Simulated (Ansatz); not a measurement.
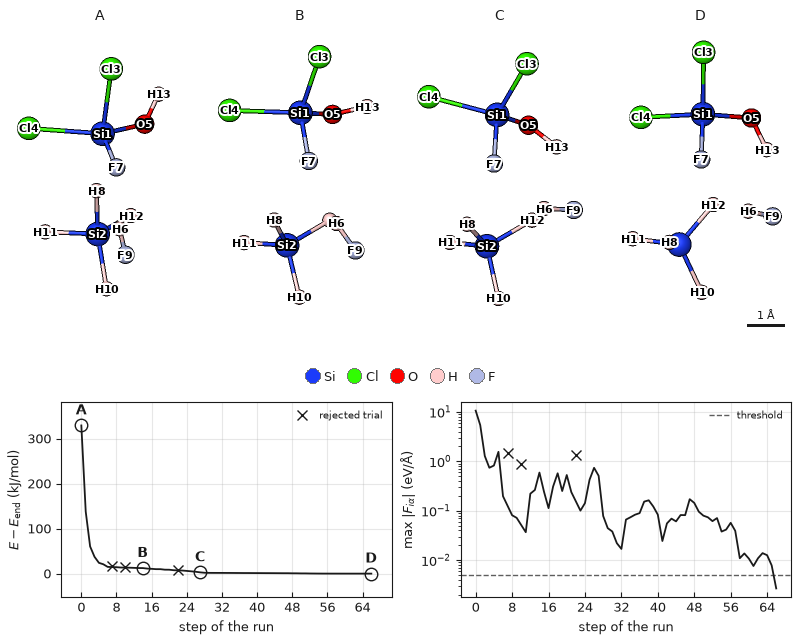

Frames of a relaxation of Si2H6OCl2F2 (started from a transition state, displaced along its imaginary mode), marked on the history of the run. Style: ball-and-stick. Shown from a free direction.

The calculation used RKS PBE0-D4/def2-TZVP in Ansatz 0.2.0.

The input:
```yaml
crystal:
  periodic: [false, false, false]
  atoms:
    - {symbol: Si, position_ang: [-0.225253, 1.289821, -0.772655]}
    - {symbol: Si, position_ang: [0.669893, -1.365231, 1.059296]}
    - {symbol: Cl, position_ang: [-0.939290, 2.991938, -1.875100]}
    - {symbol: Cl, position_ang: [1.820024, 1.646543, -0.849318]}
    - {symbol: O, position_ang: [-1.056844, 1.480927, 0.673755]}
    - {symbol: H, position_ang: [-0.531694, -1.364701, -1.095094]}
    - {symbol: F, position_ang: [-0.743755, 0.300502, -1.621632]}
    - {symbol: H, position_ang: [0.365358, -0.209257, 0.223308]}
    - {symbol: F, position_ang: [-0.527710, -2.076470, -0.725676]}
    - {symbol: H, position_ang: [0.570900, -2.882468, 1.059213]}
    - {symbol: H, position_ang: [2.119135, -1.156451, 0.965508]}
    - {symbol: H, position_ang: [0.015756, -0.911578, 2.312093]}
    - {symbol: H, position_ang: [-1.536621, 2.256325, 0.646401]}
basis:
  gaussian: {orbitals: def2-TZVP}
hamiltonian: {xc: pbe0, dispersion: d4}
relax: {f_tol: 0.005, max_steps: 200}
```

Run as
```bash
ansatz run in.yaml --threads 4 --pin off --events-out ev --progress --plain --max-ram 66560MiB --backend cuda --devices 0, --max-vram 37GiB
```

Q: What happens along the run?

A: F9 moves most after the best rigid fit: 1.67 Å. By element the largest moves are F 1.67 Å, H 1.64 Å, Si 0.65 Å, Cl 0.64 Å, O 0.55 Å. Near-neighbour distances that change, for instance: Si1–H8 1.894 → 3.746 Å, Si2–F9 2.264 → 3.521 Å, Si1–Si2 3.348 → 4.338 Å, Si1–F7 1.403 → 1.601 Å. Among the angles between lasting bonds that change: H8–Si2–H10 141.0° → 109.4°, H8–Si2–H11 93.3° → 109.1°, Cl3–Si1–F7 97.2° → 108.2°. Over 63 accepted moves (66 points after the start) the energy falls by 329.1 kJ/mol. The largest force component goes from 11 to 0.0027 eV/Å. The line search rejected the trial steps at points 7, 10, 22 of the run. The run took about 160 s of wall time on a shared GPU. From step 0 to 14: H11 moves most (1.18 Å), energy −316.8 kJ/mol. From step 14 to 27: F9 moves most (1.23 Å), energy −9.46 kJ/mol. From step 27 to 66: Cl4 moves most (0.97 Å), energy −2.86 kJ/mol.

| step | E − E(0), kJ/mol | largest force component, eV/Å | note |
| --- | --- | --- | --- |
| 0 | 0.00 | 10.6239 |  |
| 1 | -191.44 | 5.4086 |  |
| 2 | -268.80 | 1.2837 |  |
| 3 | -291.76 | 0.7423 |  |
| 4 | -305.18 | 0.8236 |  |
| 5 | -308.34 | 1.5597 |  |
| 6 | -314.19 | 0.1971 |  |
| 7 | -312.33 | 1.4950 | rejected |
| 8 | -314.88 | 0.0812 |  |
| 9 | -315.59 | 0.0720 |  |
| 10 | -315.13 | 0.8688 | rejected |
| 13 | -316.74 | 0.2639 |  |
| 16 | -318.53 | 0.1131 |  |
| 19 | -320.38 | 0.2511 |  |
| 22 | -320.07 | 1.3684 | rejected |
| 25 | -324.06 | 0.4230 |  |
| 28 | -327.19 | 0.0784 |  |
| 31 | -327.54 | 0.0221 |  |
| 34 | -327.65 | 0.0741 |  |
| 37 | -327.85 | 0.1533 |  |
| 39 | -327.92 | 0.1221 |  |
| 42 | -328.06 | 0.0555 |  |
| 45 | -328.20 | 0.0820 |  |
| 48 | -328.45 | 0.1444 |  |
| 51 | -328.67 | 0.0738 |  |
| 54 | -329.02 | 0.0380 |  |
| 57 | -329.11 | 0.0393 |  |
| 60 | -329.14 | 0.0108 |  |
| 63 | -329.15 | 0.0139 |  |
| 66 | -329.15 | 0.0027 |  |
